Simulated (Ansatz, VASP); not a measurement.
**LiTlF2: VASP beside Ansatz**

Aim: how closely do two programs agree when they are given the same cell, functional and k mesh? The cell is invented: other elements were put on sites of a known structure type. It may not be a known or stable phase. The cell comes out of the VASP series on this material, whose earlier steps may have relaxed, scaled or displaced it; both programs get it as it stands.

Method: plane waves, with VASP 6.6.1 beside it; band structure at PBE, single point at PBE and band structure at PBE, spin-orbit coupling, in Ansatz 0.2.0.

## Step 1: The structure

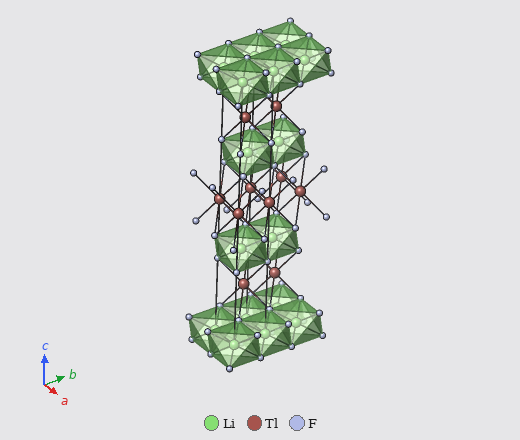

The starting structure, seen slightly off an axis (lithium green, thallium brown, fluorine light blue). 1×2×1 cells are drawn. This picture shows the conventional cell, with its axes. Some periodic images of atoms are drawn too.

## Step 2: Ansatz: band structure, PBE

Ansatz runs on its default PAW (the set named soft_2) files.

The same path points are solved in both programs, so levels can be compared one by one.

File input.yaml:

```yaml
crystal:
  lattice:
    - [1.6648498459, 0.9612015033, 6.0852503773]
    - [-1.6648498459, 0.9612015033, 6.0852503773]
    - [0.0, -1.9224030168, 6.0852503773]
  atoms:
    - { symbol: Li, position: [0.0, 0.0, 0.0] }
    - { symbol: Tl, position: [0.5, 0.5, 0.5] }
    - { symbol: F, position: [0.2743629591, 0.2743629591, 0.2743629591] }
    - { symbol: F, position: [0.7256370409, 0.7256370409, 0.7256370409] }
hamiltonian:
  xc: pbe
  pseudopotentials: { kind: paw }
kpoints:
  mp_grid: { grid: [8, 8, 8] }
  band_path:
    path:
      - [0.0, 0.0, 0.0]
      - [0.13333, 0.0, 0.0]
      - [0.3, 0.0, 0.0]
      - [0.46667, 0.0, 0.0]
      - [0.5, 0.03666, -0.03666]
      - [0.5, 0.09776, -0.09776]
      - [0.5, 0.13442, -0.13442]
      - [0.5, 0.15886, -0.15886]
      - [0.77447, 0.5, 0.22553]
      - [0.66891, 0.5, 0.33109]
      - [0.56334, 0.5, 0.43666]
      - [0.46667, 0.46667, 0.46667]
      - [0.3, 0.3, 0.3]
      - [0.13333, 0.13333, 0.13333]
      - [0.0, 0.0, 0.0]
      - [0.11388, 0.0, -0.11388]
      - [0.20499, 0.0, -0.20499]
      - [0.31887, 0.0, -0.31887]
      - [0.62668, 0.37332, 0.0]
      - [0.5739, 0.4261, 0.0]
      - [0.52111, 0.47889, 0.0]
      - [0.5, 0.5, 0.0]
      - [0.52111, 0.52111, 0.02444]
      - [0.5739, 0.5739, 0.08554]
      - [0.62668, 0.62668, 0.14664]
      - [0.64779, 0.64779, 0.20441]
      - [0.59501, 0.59501, 0.30998]
      - [0.54223, 0.54223, 0.41555]
      - [0.5, 0.0, 0.0]
      - [0.60557, 0.11388, 0.11388]
      - [0.71113, 0.22777, 0.22777]
      - [0.8167, 0.34165, 0.34165]
    npoints: 1
scf:
  occupations: { method: fermi_dirac, width: 0.05 }
  n_extra_bands: 8
output:
  forces: true
  stress: true
  eigenvalues: true
```

On the command line:

```bash
$ ansatz run input.yaml --threads 2 --pin off --max-ram 4608MiB --backend cpu --events-out ev --progress --plain --runs-dir out
```

Numbers of over 12 decimals in the logs are rounded to 6 here.

Output:

```text
basis.fft_grid_basis auto: the FFT boxes are laid along the combinations [[1, 0, -1], [0, 1, -1], [0, 0, 1]] of the cell's own vectors, 3.330, 3.330 and 6.382 Å long. The dense box has 24×24×45 points. Along the cell's own vectors, as sized, it would have 45×45×45, 3.52 times as many. Of the 12 symmetry operations that the crystal satisfies within crystal.symmetry.tolerance (time reversal apart; of a slab, those that [...]
scf.n_extra_bands = 8 over 15 filled bands (N_el = 30.0): the run solves 23 bands
Engine: ansatz 0.2.0, aarch64-unknown-linux-gnu
Pseudopotentials: kind: paw
Pseudopotential: Li, paw, valence charge 3, recommended cutoff 420 eV (normal), Li.paw.azcp
Pseudopotential: Tl, paw, valence charge 13, recommended cutoff 420 eV (normal), Tl.paw.azcp
Pseudopotential: F, paw, valence charge 7, recommended cutoff 420 eV (normal), F.paw.azcp
Functional definition: PBE
  parameter kappa = 0.804
  parameter beta = 0.066725
  exchange = pbe_x(kappa = kappa, mu = beta*pi^2/3)
  correlation = pbe_c(beta = beta)
Crystal: 4 atoms, lattice volume = 58.428 Å³
Basis set: ecut = 420 eV, 1179 PW (Γ), FFT grids on a1−a3, a2−a3, a3, exchange–correlation on 48×48×90 points (8 copies of the dense FFT grid, shifted against one another)
Bands: 23, of which v1, the nominal top of the filled ones, is band 15 counted from 1 (14 counted from 0)
Symmetry: 12 space group operations
Space group: R-3m (ITA 166), of the structure as read, at distance tolerance 3.9e-5 Å
k-points: 65 of 512
Non-local potential: Li, projectors of the file, l = 0: 3, l = 1: 2, l = 2: 1
Non-local potential: Tl, projectors of the file, l = 0: 2, l = 1: 2, l = 2: 2, l = 3: 1
Non-local potential: F, projectors of the file, l = 0: 2, l = 1: 2, l = 2: 1
PAW form: soft (Blöchl's): semilocal exchange-correlation on the pseudo side does not see the compensation charge
PAW one-centre angular grid: Li, 110 points (default); XC on 64 Gauss nodes
PAW one-centre angular grid: Tl, 590 points (default); XC on 64 Gauss nodes
PAW one-centre angular grid: F, 110 points (default); XC on 64 Gauss nodes
Initial density: superposition of atomic densities (neutral atoms: chi_scale 0, normalization atom), corrected by the library's trained network
Initial wavefunctions: pseudopotential atomic-orbital guess
Functional: x = pbe(κ = 0.804, μ = 0.219515), c = pbe(β = 0.066725)
SCF iter   1: F=—  HF=-13268.685677 eV  |F-HF|=—  |Δ(HF+E_count)|=         —  Δρ=1.80e-3  dr2=2.38e-3  ethr=1.77e-3  ⟨swp⟩=6.0  Hψ=7530  notcnv=0  defer=8
preconditioner: auto → none  [insulator: Δε(μ)=1.790 eV  Ē_g=18.069 eV  σ=0.050 eV  W_gap=1.00  n_scr=16 (ndim 8)  ℏωp=25.7 eV  f_vac=0.015  D(μ)=0.00/eV (n_scr^D=0)  ε∞_Penn≈3.0]
SCF iter   2: F=—  HF=-13268.684422 eV  |F-HF|=—  |Δ(HF+E_count)|=   1.26e-3  Δρ=1.66e-3  dr2=1.03e-3  ethr=7.92e-6  ⟨swp⟩=2.5  Hψ=2813  notcnv=0  defer=88
SCF iter   3: F=—  HF=-13268.684321 eV  |F-HF|=—  |Δ(HF+E_count)|=   1.01e-4  Δρ=6.29e-4  dr2=1.51e-4  ethr=3.42e-6  ⟨swp⟩=2.0  Hψ=2187  notcnv=0  defer=88
SCF iter   4: F=—  HF=-13268.684358 eV  |F-HF|=—  |Δ(HF+E_count)|=   3.62e-5  Δρ=2.28e-4  dr2=2.10e-5  ethr=5.04e-7  ⟨swp⟩=1.7  Hψ=1679  notcnv=0  defer=88
SCF iter   5: F=—  HF=-13268.684313 eV  |F-HF|=—  |Δ(HF+E_count)|=   4.42e-5  Δρ=4.84e-5  dr2=8.08e-7  ethr=7.00e-8  ⟨swp⟩=2.6  Hψ=2072  notcnv=0  defer=88
SCF iter   6: F=-13268.684314 eV  HF=-13268.684314 eV  |F-HF|=2.13e-8  |Δ(HF+E_count)|=   9.92e-7  Δρ=5.34e-6  dr2=1.11e-8  ethr=3.33e-10  ⟨swp⟩=7.5  Hψ=7099  notcnv=0
SCF 1 converged in 6 iterations: F = -13268.684314 eV  dr2 = 1.11e-8
  greatest PAW one-centre occupation: 1.000 electrons in one spin orbital (limit 2), on the Li atom at site 0 (counted from 0), in its partial waves of l = 0
NSCF: frozen V_eff on 32 k-points
SCF converged after 6 iterations
Free energy (F): -13268.684314 eV
Harris-Foulkes:  -13268.684314 eV  (|F-HF|=2.13e-8)
Internal energy: -13268.684314 eV  (E = F + TS)
E sigma→0 (E₀):  -13268.684314 eV
Fermi energy:    5.583744 eV
--- Per-component energies (eV) ---
  E_band       = -155.885354
  E_kinetic    = 767.102404
  E_local      = -2122.039439  (includes V_loc(G=0)·N_el)
  E_nonlocal   = 431.448066
  E_hartree    = 772.128765
  E_xc         = -402.676625
  E_vxc        = -362.217097  (∫ρ·V_xc dr)
  E_paw        = -10584.133500  (= ΣΔE_a)
  E_vpaw       = -414.441893  (= ΣTr[D̂ρ^β])
  E_aug_tail   = 0.004139  (compensation charges beyond the density's cutoff)
  E_ewald      = -2130.518125
  E_smearing   = -0.000000  (= −TS)
  E_closure    = 0.000000  (closes the sum)
  Σ components = -13268.684314   (vs F -13268.684314, Δ=0.00e0)
--- Forces (eV/Å), atoms counted from 1 ---
  atom   1  Li    -0.00000000     0.00000000     0.00000000
  atom   2  Tl    -0.00000000     0.00000000    -0.00000000
  atom   3  F      0.00000000     0.00000000    -0.00126462
  atom   4  F      0.00000000    -0.00000000     0.00126462
  max |Σ_I F_I| component: 4.34e-19 eV/Å
--- Stress (GPa, compression-positive) ---
        0.399089       0.000000       0.000000
        0.000000       0.399089      -0.000000
        0.000000      -0.000000       0.401125
  P = ⅓ Tr σ = 0.3998 GPa (3.998 kbar)
--- Band table (eV; the first three rows and the last of 65) ---
  k-point 0: bands = [... 11 lower, 2.9393, 3.0091, 3.0544, 3.0544, 9.1230, 13.1606, 16.9920, 16.9920, ... 4 higher]
  k-point 1: bands = [... 11 lower, 2.8664, 2.9950, 3.0543, 3.4936, 9.4598, 13.4241, 14.7955, 16.3888, ... 4 higher]
  k-point 2: bands = [... 11 lower, 2.7319, 2.9983, 3.0118, 3.8969, 10.2755, 11.2969, 14.1561, 15.0978, ... 4 higher]
  k-point 64: bands = [... 11 lower, 2.8673, 3.1255, 3.1255, 4.1703, 8.3202, 14.1268, 16.2121, 17.3100, ... 4 higher]
```

Run time: 2.4 s. Hardware: 2 threads of Arm Neoverse V2, shared host; peak memory 0.54 GiB.

Reading the cycles: dr2 is the Hartree energy of the density residual (eV), the measure of convergence; HF is the Harris–Foulkes estimate of the energy, which meets the free energy F at convergence.

## Step 3: VASP: band structure, PBE

The same cell, functional, mesh and smearing now go to VASP, with its own data sets and cutoff.

Lines of VASP's logs that name or quote its potential files are left out, and so is its time.

File INCAR:

```
SYSTEM = LiTlF2
PREC = Accurate
ENCUT = 650
EDIFF = 1E-06
NELM = 100
ISMEAR = -1
SIGMA = 0.05
LREAL = .FALSE.
ALGO = Normal
GGA = PE
NBANDS = 29
LORBIT = 11
LWAVE = .FALSE.
LCHARG = .FALSE.
KPAR = 2
```

File POSCAR:

```
LiTlF2
1.0
    1.6648498459      0.9612015033      6.0852503773
   -1.6648498459      0.9612015033      6.0852503773
    0.0000000000     -1.9224030168      6.0852503773
Li Tl F
1 1 2
Direct
    0.0000000000      0.0000000000      0.0000000000
    0.5000000000      0.5000000000      0.5000000000
    0.2743629591      0.2743629591      0.2743629591
    0.7256370409      0.7256370409      0.7256370409
```

File KPOINTS:

```
Automatic mesh
0
Gamma
8 8 8
0 0 0
```

File KPOINTS_OPT:

```
Line mode
16
Line-mode
Reciprocal
  0.00000000   0.00000000   0.00000000 GAMMA
  0.50000000   0.00000000   0.00000000 L

  0.50000000   0.00000000   0.00000000 L
  0.50000000   0.18330005  -0.18330005 B1

  0.81669995   0.50000000   0.18330005 B
  0.50000000   0.50000000   0.50000000 Z

  0.50000000   0.50000000   0.50000000 Z
  0.00000000   0.00000000   0.00000000 GAMMA

  0.00000000   0.00000000   0.00000000 GAMMA
  0.34165003   0.00000000  -0.34165003 X

  0.65834997   0.34165003   0.00000000 Q
  0.50000000   0.50000000   0.00000000 F

  0.50000000   0.50000000   0.00000000 F
  0.65834997   0.65834997   0.18330005 P1

  0.65834997   0.65834997   0.18330005 P1
  0.50000000   0.50000000   0.50000000 Z

  0.50000000   0.00000000   0.00000000 L
  0.81669995   0.34165003   0.34165003 P
```

PAW data sets: Li_sv, Tl_d and F (PBE family, release 64).

On the command line:

```bash
$ mpirun -np 2 vasp_std
```

Output:

```text
[banner, memory and clock lines left out]
running    2 mpi-ranks, on    1 nodes
 distrk:  each k-point on    1 cores,    2 groups
 distr:  one band on    1 cores,    1 groups

 POSCAR found type information on POSCAR LiTlF
 POSCAR found :  3 types and       4 ions
 LDA part: xc-table for (Slater+PW92), standard interpolation
 POSCAR, INCAR and KPOINTS ok, starting setup
 FFT: planning ... GRIDC
 FFT: planning ... GRID_SOFT
 FFT: planning ... GRID
 WAVECAR not read
 entering main loop
       N       E                     dE             d eps       ncg     rms          rms(c)
DAV:   1     0.205603403536E+03    0.20560E+03   -0.17193E+04  3770   0.121E+03
DAV:   2    -0.846385014243E+01   -0.21407E+03   -0.20490E+03  4376   0.300E+02
DAV:   3    -0.185930306896E+02   -0.10129E+02   -0.10034E+02  4890   0.576E+01
DAV:   4    -0.189771988958E+02   -0.38417E+00   -0.38360E+00  5288   0.897E+00
DAV:   5    -0.189798186986E+02   -0.26198E-02   -0.26196E-02  4616   0.775E-01    0.804E+00
DAV:   6    -0.166943661361E+02    0.22855E+01   -0.57561E+00  4188   0.190E+01    0.392E+00
DAV:   7    -0.165705070782E+02    0.12386E+00   -0.39058E-01  4567   0.365E+00    0.235E+00
DAV:   8    -0.164769029990E+02    0.93604E-01   -0.23056E-01  4426   0.299E+00    0.479E-01
DAV:   9    -0.164778504019E+02   -0.94740E-03   -0.21870E-02  4470   0.694E-01    0.255E-01
DAV:  10    -0.164781150949E+02   -0.26469E-03   -0.27307E-03  4348   0.305E-01    0.558E-02
DAV:  11    -0.164780831801E+02    0.31915E-04   -0.52270E-04  4468   0.122E-01    0.268E-02
DAV:  12    -0.164781110758E+02   -0.27896E-04   -0.74537E-05  4289   0.398E-02    0.108E-02
DAV:  13    -0.164781063062E+02    0.47696E-05   -0.24185E-05  4540   0.240E-02    0.359E-03
DAV:  14    -0.164781064483E+02   -0.14210E-06   -0.18594E-06  3774   0.714E-03
   1 F= -.16478106E+02 E0= -.16478106E+02  d E =-.137664E-08
 Start KPOINTS_OPT (optional k-point list driver)
k-point batch [1-65\144]
       N       E                     dE             ncg
DAV:   1    -0.143733757317E+04   -0.47567E+05     3770
DAV:   2    -0.150857012637E+05   -0.13648E+05     4297
DAV:   3    -0.157501968974E+05   -0.66450E+03     5016
DAV:   4    -0.157786622319E+05   -0.28465E+02     5360
DAV:   5    -0.157788814805E+05   -0.21925E+00     4635
DAV:   6    -0.157788857715E+05   -0.42910E-02     4775
DAV:   7    -0.157788858819E+05   -0.11040E-03     4474
DAV:   8    -0.157788858850E+05   -0.30977E-05     3629
DAV:   9    -0.157788858851E+05   -0.16035E-06     2819
[...]
k-point batch [131-144\144]
       N       E                     dE             ncg
DAV:   1     0.559081143715E+05   -0.18172E+05      812
DAV:   2     0.530909559083E+05   -0.28172E+04      956
DAV:   3     0.529546647129E+05   -0.13629E+03     1059
DAV:   4     0.529495576289E+05   -0.51071E+01     1099
DAV:   5     0.529494995973E+05   -0.58032E-01     1007
DAV:   6     0.529494980934E+05   -0.15039E-02      939
DAV:   7     0.529494980564E+05   -0.36942E-04      972
DAV:   8     0.529494980556E+05   -0.81745E-06      667
```

From OUTCAR (step 3):

```text
ion  position               nearest neighbor table
   1  0.000  0.000  0.000-   4 2.20   4 2.20   3 2.20   3 2.20   4 2.20   3 2.20
   2  0.500  0.500  0.500-   3 2.75   3 2.75   4 2.75   4 2.75   3 2.75   4 2.75
   3  0.274  0.274  0.274-   1 2.20   1 2.20   1 2.20   2 2.75   2 2.75   2 2.75
   4  0.726  0.726  0.726-   1 2.20   1 2.20   1 2.20   2 2.75   2 2.75   2 2.75

  LATTYP: Found a trigonal (rhomboedric) cell.
 ALAT       =     6.3816851610
 COS(alpha) =     0.8638839346

 Subroutine GETGRP returns: Found 12 space group operations
 (whereof 12 operations were pure point group operations)

The static configuration has the point symmetry D_3d.

 Found     65 irreducible k-points:

   k-points           NKPTS =     65   k-points in BZ     NKDIM =     65   number of bands    NBANDS=     29

   dimension x,y,z NGX =    54 NGY =   54 NGZ =   54
   dimension x,y,z NGXF=   108 NGYF=  108 NGZF=  108

   ENCUT  =  650.0 eV  47.77 Ry    6.91 a.u.  13.27 13.27 13.27*2*pi/ulx,y,z

   NELECT =      30.0000    total number of electrons

 k-points in reciprocal lattice and weights: Automatic mesh
   0.00000000  0.00000000  0.00000000       0.002
   0.12500000  0.00000000  0.00000000       0.012
   0.25000000  0.00000000  0.00000000       0.012
   0.37500000  0.00000000  0.00000000       0.012
   0.50000000  0.00000000  0.00000000       0.006
   0.12500000  0.12500000  0.00000000       0.012
   0.25000000  0.12500000  0.00000000       0.023
   0.37500000  0.12500000 -0.00000000       0.023
   0.50000000  0.12500000  0.00000000       0.023
[...]
-0.37500000  0.50000000  0.37500000       0.012
   0.50000000  0.50000000  0.50000000       0.002

 average (electrostatic) potential at core
       1 -60.2982       2 -85.9036       3 -75.2418       4 -75.2418

 E-fermi :   2.6911

 k-point     1 :       0.0000    0.0000    0.0000
  band No.  band energies     occupation
    ...
     11       0.0587      2.00000
     12       0.0587      2.00000
     13       0.1236      2.00000
     14       0.1741      2.00000
     15       0.1741      2.00000
     16       6.2338      0.00000
     17      10.2801      0.00000
     18      14.1041      0.00000
     19      14.1041      0.00000
     20      14.6023      0.00000
    ...

 k-point     2 :       0.1250    0.0000    0.0000
  band No.  band energies     occupation
    ...
     11      -0.3290      2.00000
     12      -0.0145      2.00000
     13       0.1142      2.00000
     14       0.1737      2.00000
     15       0.6098      2.00000
     16       6.5710      0.00000
     17      10.5428      0.00000
     18      11.9074      0.00000
     19      13.5024      0.00000
     20      14.6904      0.00000
    ...

 k-point     3 :       0.2500    0.0000    0.0000
  band No.  band energies     occupation
    ...
     11      -0.7652      2.00000
     12      -0.1495      2.00000
     13       0.1171      2.00000
     14       0.1310      2.00000
     15       1.0117      2.00000
     16       7.3876      0.00000
     17       8.4057      0.00000
     18      11.2731      0.00000
     19      12.2112      0.00000
     20      14.0252      0.00000
    ...

  Total        0.0069192      0.0069192      0.0039403      0.0000000     -0.0000000      0.0000000
  in kB        0.1897359      0.1897359      0.1080501      0.0000000     -0.0000000      0.0000000
  external PRESSURE =       0.1625073 kB  Pullay stress =       0.0000000 kB

  energy-cutoff  :      650.00
  volume of cell :       58.43
      direct lattice vectors                 reciprocal lattice vectors
     1.664849846  0.961201503  6.085250377     0.300327385  0.173394096  0.054777259
    -1.664849846  0.961201503  6.085250377    -0.300327385  0.173394096  0.054777259
     0.000000000 -1.922403017  6.085250377     0.000000000 -0.346788193  0.054777258

 POSITION                                       TOTAL-FORCE (eV/Angst)
 -----------------------------------------------------------------------------------
      0.00000      0.00000      0.00000         0.000000      0.000000      0.000000
      0.00000     -0.00000      9.12788         0.000000      0.000000      0.000000
      0.00000     -0.00000      5.00870         0.000000     -0.000000      0.001150
      0.00000     -0.00000     13.24705         0.000000      0.000000     -0.001150
 -----------------------------------------------------------------------------------
    total drift:                               -0.000000     -0.000000      0.000000

  FREE ENERGIE OF THE ION-ELECTRON SYSTEM (eV)
  ---------------------------------------------------
  free  energy   TOTEN  =       -16.4781064483 eV

  energy  without entropy=      -16.4781064469  energy(sigma->0) =      -16.47810645

 total charge
# of ion       s       p       d       tot
------------------------------------------
    1        2.003   0.027   0.000   2.030
    2        1.281   0.176   9.685  11.142
    3        1.732   4.329   0.000   6.061
    4        1.732   4.329   0.000   6.061
--------------------------------------------------
tot          6.747   8.861   9.685  25.294

[... 3 further parts left out ...]
```

The run ends at a pressure of 0.02 GPa, with forces up to 0.0011 eV/Å.

## Step 4: Differences

Known differences besides the PAW data sets themselves: the cutoff is 420 eV in Ansatz and 650 eV in VASP; VASP leaves aspherical gradient terms in its spheres out (LASPH is not set), Ansatz keeps them. Total energies have different zeros and are not compared.

The two programs side by side:

```csv
quantity,Ansatz,VASP,difference
pressure (GPa),0.40,0.02,+0.38
gap over the path points (eV),1.763,1.767,-0.004
```

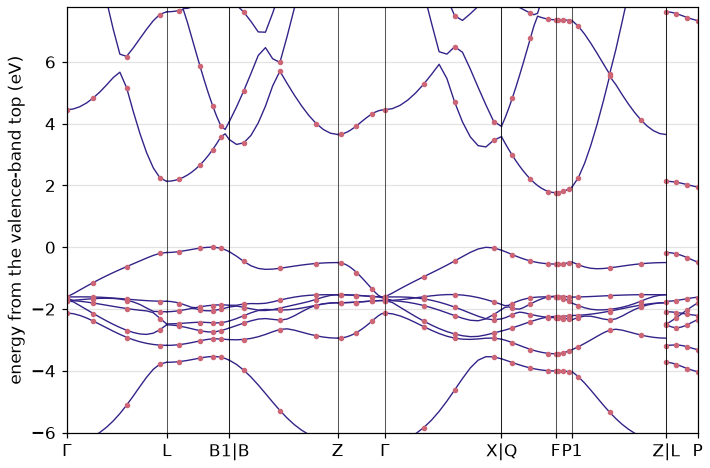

Bands from VASP (lines) and levels from Ansatz (dots). Dots without a line are higher empty bands that the VASP plot leaves out.

Levels at points of the path, from each program's valence-band top (eV; 4 filled, then empty):

```csv
k (reciprocal lattice),Ansatz,VASP
0.000 0.000 0.000,-1.74 -1.67 -1.62 -1.62 4.45 8.48 12.32,-1.72 -1.66 -1.61 -1.61 4.45 8.50 12.32
0.133 0.000 0.000,-1.82 -1.68 -1.62 -1.15 4.83 8.78 9.89,-1.81 -1.67 -1.61 -1.14 4.83 8.79 9.89
0.300 0.000 0.000,-2.00 -1.73 -1.69 -0.64 5.17 6.17 9.83,-1.98 -1.71 -1.68 -0.63 5.17 6.18 9.84
0.467 0.000 0.000,-2.31 -2.10 -1.76 -0.20 2.24 7.53 8.96,-2.30 -2.08 -1.75 -0.20 2.25 7.54 8.97
0.500 0.037 -0.037,-2.48 -2.06 -1.82 -0.14 2.20 7.66 8.15,-2.47 -2.05 -1.81 -0.14 2.21 7.67 8.16
0.500 0.098 -0.098,-2.44 -2.04 -1.94 -0.03 2.66 5.85 7.87,-2.43 -2.03 -1.93 -0.03 2.67 5.86 7.88
0.500 0.134 -0.134,-2.46 -2.06 -1.89 0.00 3.15 4.58 8.00,-2.45 -2.05 -1.88 0.00 3.16 4.59 8.01
0.500 0.159 -0.159,-2.45 -2.01 -1.88 -0.04 3.57 3.92 8.03,-2.44 -2.00 -1.87 -0.04 3.58 3.92 8.04
0.774 0.500 0.226,-2.23 -1.96 -1.85 -0.46 3.38 5.06 7.61,-2.21 -1.95 -1.84 -0.46 3.38 5.07 7.61
0.669 0.500 0.331,-2.04 -1.98 -1.72 -0.69 5.69 5.98 8.26,-2.03 -1.97 -1.71 -0.68 5.70 5.99 8.26
```

At this near-relaxed geometry the largest component of a force difference is 2 meV/Å. Among the levels compared (up to four filled and three empty ones at each point), filled levels agree within 13 meV and empty ones within 13 meV. Ansatz's pressure holds a Pulay correction of 0.42 GPa; VASP's holds none.

(Continued in part 2 of 2.)

[Lines on the potential files, build, host, timing and source positions are cut from VASP's logs without a mark.]

[Logs are printed without paths, hosts, clocks, repeated set-up lines and the standing remarks that a program may print on its own settings, such as how far it seeks lower states.]

[Hosts, paths, dates, database ids (printed as entryN), source tags and the programs' standing remarks are cut or masked in the printed files.]
